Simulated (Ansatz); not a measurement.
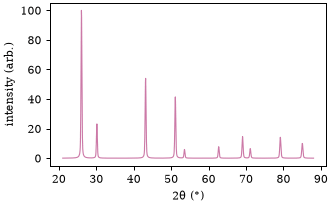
Fig. 1. Simulated powder pattern, Cu Kα, λ = 1.54184 Å

The pattern belongs to a structure relaxed with DFT-PBE in the program Ansatz with PAW potentials.

### Question
Which compound is it?
A) Se, trigonal Se type
B) CdS, zinc blende
C) As, A7 (α-As type)
D) Ag, fcc (Cu type)

### Answer
B, CdS, zinc blende

Space group F-43m (zinc blende). The cell was relaxed with PBE under the symmetry of its start; phonons on a q-mesh show no instability.

Potentials: the later of the program's two PAW sets.
